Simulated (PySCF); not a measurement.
# C₄H₈BNO (SMILES [BH3-][N+]#CCC(C)=O): what the fields show

Input file:

```
{"job": {"kind": "nmr", "xc": "PBE0", "basis": "pcSseg-1"}, "charge": 0, "multiplicity": 1}
B      2.564064     0.154701     1.190236
N      1.433185    -0.339305     0.409131
C      0.533555    -0.709842    -0.207347
C     -0.617025    -1.134874    -0.945646
C     -1.879575    -0.299897    -0.652480
C     -1.619047     1.127926    -0.285101
O     -2.967198    -0.794546    -0.743989
H      3.112397     0.951125     0.492446
H      3.239990    -0.795671     1.431723
H      2.083734     0.642016     2.167821
H     -0.835009    -2.186985    -0.738603
H     -0.417702    -1.039644    -2.019579
H     -2.549513     1.689422    -0.277311
H     -0.912147     1.580617    -0.976859
H     -1.174123     1.162946     0.709163
```

Run with:

```sh
OMP_NUM_THREADS=1 python probes_run.py task.json out
```

Geometry: GFN2-xTB.

Computed with PySCF 2.14.0, PBE0/pcSseg-1, SCF density, gas phase, non-relativistic.

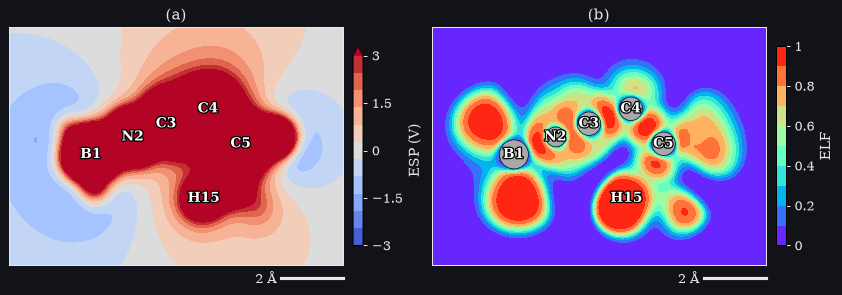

Figure 1. (a) molecular electrostatic potential; (b) electron localisation function on the plane of atoms C3, C4 and C5. Grey discs cover the atomic cores in the ELF map.

Q: Describe what can be read from this map.

A:
- Atoms in the plane: B, N, C and H.
- C–N (1.15 Å): the ELF peaks at about 0.85 between the atoms (a multiple bond).
- C–C (1.43 Å): the ELF peaks at about 0.95 between the atoms (localised, covalent bonding).
- B–N (1.46 Å): the ELF peaks at about 0.95 between the atoms; a shared but strongly polarised pair.
- C–C (1.54 Å): the ELF peaks at about 0.95 between the atoms, as expected for a shared electron pair.
- The ELF also peaks beside O7, away from the bonds: lone-pair regions.
- Outside the dense part of the molecule the potential is most negative (−1.4 V) near H9, which lies off the plane.

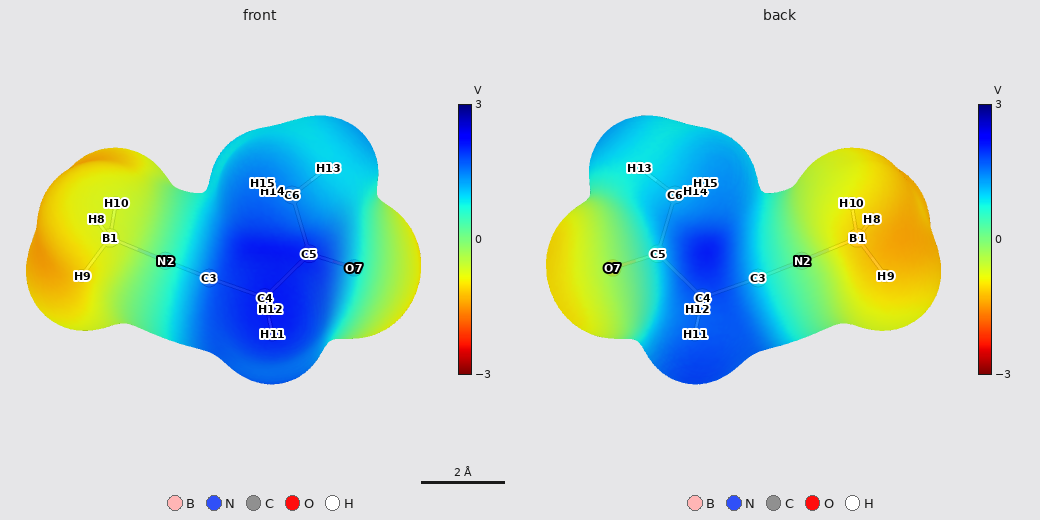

Figure 2. The molecular electrostatic potential painted on the density surface at 0.002 e/bohr³, seen from the front and from behind; the colour scale runs from red (negative) to blue (positive).

Q: Which sites attract a positive test charge, and which a negative one?

A: A positive charge is drawn to the negative regions and a negative charge to the positive ones. The most negative region (about −1.4 V) lies over H9, the most positive (about +2.2 V) over C4, C5 and H12.

Q: How polar is the molecule by this calculation?

A: Its dipole moment is 4.55 D.
